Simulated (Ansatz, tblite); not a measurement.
**GeHMe2(NCO) (C3H7GeNO): spin states and exact exchange**

Is the singlet the ground state of GeHMe2(NCO) (C3H7GeNO)? Other spin states are computed and compared level by level.

Program: Ansatz 0.2.0, Gaussian basis. Level of theory: as each input shows. These are calculated values, not measurements.

Levels to be run: triplet, at the geometry of the singlet (GFN1-xTB, GFN2-xTB, PBE0-D4/def2-TZVP, PBE-D4/def2-TZVP, r2SCAN-D4/def2-TZVP); the singlet's energies come from earlier runs.

2 further runs of the same task are left out: 2 set aside as unsound or not needed.

## 1. The relaxed structure

The geometry is that of the singlet, from an earlier relaxation (PBE-D4/def2-SVP).

13 atoms, charge 0, spin multiplicity 1.

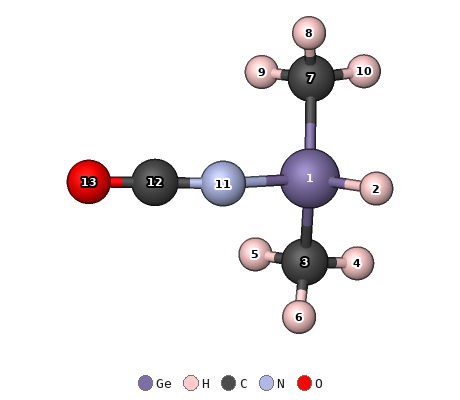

The geometry (germanium purple, hydrogen pink, carbon dark grey, nitrogen light blue, oxygen red); atoms are numbered from 1 in the order of the file.

## 2. Triplet at the fixed geometry, GFN1-xTB

Tight binding, by tblite at 300 K electronic temperature and without a spin-polarisation term:

```python
tblite.interface.Calculator('GFN1-xTB', numbers, positions, charge=0, uhf=2).singlepoint()
```

Energy -529.0688 eV; 0.009 s.

## 3. Triplet at the fixed geometry, GFN2-xTB

Tight binding, by tblite at 300 K electronic temperature and without a spin-polarisation term:

```python
tblite.interface.Calculator('GFN2-xTB', numbers, positions, charge=0, uhf=2).singlepoint()
```

Energy -508.6442 eV; 0.007 s.

## 4. Triplet at the fixed geometry, PBE0-D4/def2-TZVP

Contents of in.yaml:

```yaml
crystal:
  periodic: [false, false, false]
  atoms:
    - {symbol: Ge, position_ang: [0.041044, 0.058913, 0.683694]}
    - {symbol: H, position_ang: [0.061855, 0.069601, 2.234165]}
    - {symbol: C, position_ang: [1.842945, -0.086053, -0.071127]}
    - {symbol: H, position_ang: [2.449702, 0.795299, 0.217381]}
    - {symbol: H, position_ang: [1.789346, -0.135384, -1.176240]}
    - {symbol: H, position_ang: [2.342655, -1.000108, 0.303170]}
    - {symbol: C, position_ang: [-0.973377, 1.568190, -0.044761]}
    - {symbol: H, position_ang: [-2.009435, 1.557101, 0.344807]}
    - {symbol: H, position_ang: [-1.006730, 1.505704, -1.150007]}
    - {symbol: H, position_ang: [-0.494395, 2.524965, 0.243913]}
    - {symbol: N, position_ang: [-0.872963, -1.490057, 0.238564]}
    - {symbol: C, position_ang: [-1.344125, -2.279343, -0.551236]}
    - {symbol: O, position_ang: [-1.826510, -3.088837, -1.272334]}
basis:
  gaussian: {orbitals: def2-TZVP}
magnetization: {spin_polarized: true, initial_magnetization: 2}
hamiltonian: {xc: pbe0, dispersion: d4}
scf: {omitted_lower_state_checks: [starts]}
output: {orbitals: {seedname: orbitals}}
```

On the command line:

```bash
$ ansatz run in.yaml --threads 2 --pin off --events-out ev --progress --plain --max-ram 32768MiB --backend cpu
```

The program printed:

```text
Functional definition: PBE0
  name "PBE0"
  cite "Adamo & Barone, J. Chem. Phys. 110, 6158 (1999) doi:10.1063/1.478522"
  cite "Perdew, Burke & Ernzerhof, Phys. Rev. Lett. 77, 3865 (1996) doi:10.1103/PhysRevLett.77.3865"
  parent pbe
  parameter a = 0.25
  parameter kappa = 0.804
  parameter beta = 0.06672455060314922
  exchange = (1 - a)*pbe_x(kappa = kappa, mu = beta*pi^2/3) + a*exact_x
  correlation = pbe_c(beta = beta)
these checks for a lower state are left out or cut short: starts
1555 factors; their error is unknown
mean field evaluation 1: about -63245.7135 eV, gradient 6.1e1 eV
mean field evaluation 2: about -63215.4329 eV, gradient 9.6e1 eV
mean field evaluation 4: about -63260.3292 eV, gradient 1.9e1 eV
mean field evaluation 8: about -63262.6960 eV, gradient 9.3e-1 eV
mean field evaluation 16: about -63262.9798 eV, gradient 1.4e-2 eV
mean field evaluation 32: about -63262.9798 eV, gradient 7.1e-5 eV
mean field -63262.97984087 eV, -2324.8716279640 hartree, gradient 2.5e-6 eV, S^2 2.006887; 0 other end points of the search recorded, 0 dependent functions left out
reference -63262.97987671 eV, -2324.8716292811 hartree; 37, 35 occupied and 208, 210 virtual orbitals, 1555 factors
Total energy: -63263.21096331 eV, -2324.8801215572 hartree
Checks for a lower state left out: starts
```

Run time: 63 s. Hardware: 2 threads of AMD EPYC 7R13, shared host; peak memory 1.4 GiB.

HOMO -1.81 eV, LUMO -5.12 eV (over both spins; with the spin held, an empty level of the minority spin lies below the top filled one); ⟨S²⟩ 2.007 (pure: 2.00).

## 5. Triplet at the fixed geometry, PBE-D4/def2-TZVP

start.molden holds the orbitals of an earlier run on this state, given as this run's starting guess.

in.yaml, as its differences from that of step 4:

```diff
@@ -17,5 +17,5 @@
 basis:
-  gaussian: {orbitals: def2-TZVP}
+  gaussian: {orbitals: def2-TZVP, initial_orbitals: start.molden}
 magnetization: {spin_polarized: true, initial_magnetization: 2}
-hamiltonian: {xc: pbe0, dispersion: d4}
+hamiltonian: {xc: pbe, dispersion: d4}
 scf: {omitted_lower_state_checks: [starts]}
```

Launched as before.

The program printed:

```text
Functional definition: PBE
  name "PBE"
  cite "Perdew, Burke & Ernzerhof, Phys. Rev. Lett. 77, 3865 (1996) doi:10.1103/PhysRevLett.77.3865"
  parent pbe
  parameter kappa = 0.804
  parameter beta = 0.06672455060314922
  exchange = pbe_x(kappa = kappa, mu = beta*pi^2/3)
  correlation = pbe_c(beta = beta)
these checks for a lower state are left out or cut short: starts
1512 factors; their error is unknown
mean field evaluation 1: about -63261.1824 eV, gradient 8.8e0 eV
mean field evaluation 2: about -63261.3973 eV, gradient 3.8e-1 eV
mean field evaluation 4: about -63261.3719 eV, gradient 3.1e-1 eV
mean field evaluation 8: about -63261.3744 eV, gradient 1.0e-2 eV
mean field evaluation 16: about -63261.3740 eV, gradient 1.5e-5 eV
mean field -63261.37395168 eV, -2324.8126126249 hartree, gradient 7.8e-6 eV, S^2 2.003393; 0 other end points of the search recorded, 0 dependent functions left out
reference -63261.37400107 eV, -2324.8126144401 hartree; 37, 35 occupied and 208, 210 virtual orbitals, 1512 factors
Total energy: -63261.64419284 eV, -2324.8225438045 hartree
Checks for a lower state left out: starts
```

Wall time 25 s (2 threads of AMD EPYC 7R13, shared host); peak memory 0.76 GiB.

HOMO -0.68 eV, LUMO -6.36 eV (over both spins; with the spin held, an empty level of the minority spin lies below the top filled one); ⟨S²⟩ 2.003 (pure: 2.00).

## 6. Triplet at the fixed geometry, r2SCAN-D4/def2-TZVP

in.yaml, as its differences from that of step 5:

```diff
@@ -19,3 +19,3 @@
 magnetization: {spin_polarized: true, initial_magnetization: 2}
-hamiltonian: {xc: pbe, dispersion: d4}
+hamiltonian: {xc: r2scan, dispersion: d4}
 scf: {omitted_lower_state_checks: [starts]}
```

The command is unchanged.

The program printed (excerpt; [...] marks lines left out):

```text
Functional definition: r2SCAN
  name "r2SCAN"
  cite "Furness, Kaplan, Ning, Perdew & Sun, J. Phys. Chem. Lett. 11, 8208 (2020) doi:10.1021/acs.jpclett.0c02405"
  cite "Furness, Kaplan, Ning, Perdew & Sun, J. Phys. Chem. Lett. 11, 9248 (2020) doi:10.1021/acs.jpclett.0c03077"
  parent r2scan
[...]
1512 factors; their error is unknown
[...]
mean field -63274.11950534 eV, -2325.2810030825 hartree, gradient 4.3e-6 eV, S^2 2.007713; 0 other end points of the search recorded, 0 dependent functions left out
reference -63274.11952096 eV, -2325.2810036565 hartree; 37, 35 occupied and 208, 210 virtual orbitals, 1512 factors
Total energy: -63274.19086023 eV, -2325.2836253266 hartree
Checks for a lower state left out: starts
```

It took 63 s on 2 threads of AMD EPYC 7R13, shared host; peak memory 0.83 GiB.

From the report: HOMO -0.89 eV, LUMO -5.97 eV (over both spins; with the spin held, an empty level of the minority spin lies below the top filled one); ⟨S²⟩ 2.008 (pure: 2.00).

## 7. Triplet less singlet, vertical

The singlet's energies are those of its earlier runs, whose logs aren't repeated here.

```tsv
level	triplet less singlet, vertical (kcal/mol)	time
GFN1-xTB	+147.5	0.017 s
GFN2-xTB	+146.1	0.012 s
PBE-D4/def2-TZVP	+143.3	28 s
r2SCAN-D4/def2-TZVP	+144.8	69 s
PBE0-D4/def2-TZVP	+146.7	71 s
```

Times add the two runs; a level without a time comes out of a correlated run. Tight binding without a spin term can't rank spin states.

## 8. Outcome

| quantity | value |
| --- | --- |
| triplet less singlet, vertical, functionals in def2-TZVP | +143.3 (PBE-D4) to +146.7 kcal/mol (PBE0-D4) |

**Reading.** All functionals put the triplet above the singlet, over a spread of 3.5 kcal/mol. The checks for a lower triplet were left out, so another state of that spin may lie lower. These are electronic energies, without zero-point motion, entropy or surroundings.
